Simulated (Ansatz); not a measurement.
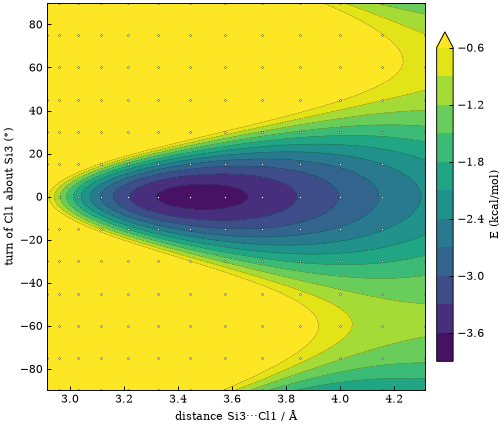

The pair Cl···CH₆Si, charge −1. The turn is about an axis along (−0.08, −0.93, −0.37) in the frame of the relaxed pair, normal to the line between the partners. First axis: distance Si3···Cl1. Second axis: turn of Cl1 about Si3. Grid: 13 × 13 points. Energies: kcal/mol, counted from the ion and the molecule far apart, frozen as in the relaxed pair, each in its own basis (no counterpoise correction). The calculation used RHF/def2-SVPD (Ansatz).

The picture shows filled contours, dots at the grid points, one colour for all values above the top of the scale. Between grid points the surface is interpolated.

Q: Estimate the position of the minimum and the force constants in these coordinates.

A: The interpolated minimum is at distance Si3···Cl1 ≈ 3.471 Å, turn of Cl1 about Si3 ≈ 0°. The curvatures there are about 0.44 eV/Å² and 1.2 eV/rad², with a cross term of about 0 eV/(Å·rad). Round the minimum the two coordinates are nearly uncoupled. (1 eV is 23.1 kcal/mol.)
